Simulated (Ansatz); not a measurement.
# A computed series for ScAl3: response to strain

Base system: ScAl$_{3}$ in the Cu3Au type structure (space group Pm-3m, No. 221; a = 4.1067 Å; relaxed with 0.1 eV smearing).

Strains are applied to the cell and any free atomic positions relax.

Calculations: PBE/PAW in Ansatz (an electronic-structure program), no spin-orbit coupling.

Notes on the quantities. energy relative to the base: free energy F.

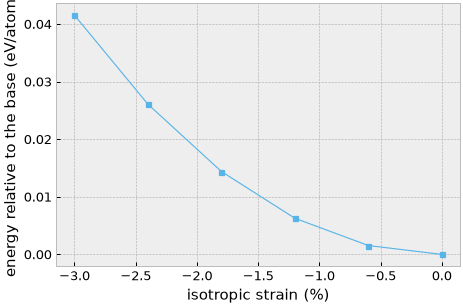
*Energy relative to the base against isotropic strain*

```tsv
isotropic strain (%)	energy relative to the base
-3	+42 meV/atom
-2.4	+26 meV/atom
-1.8	+14 meV/atom
-1.2	+6.3 meV/atom
-0.6	+1.5 meV/atom
```

Stability against distortions was not tested. All final runs are without spin polarisation.
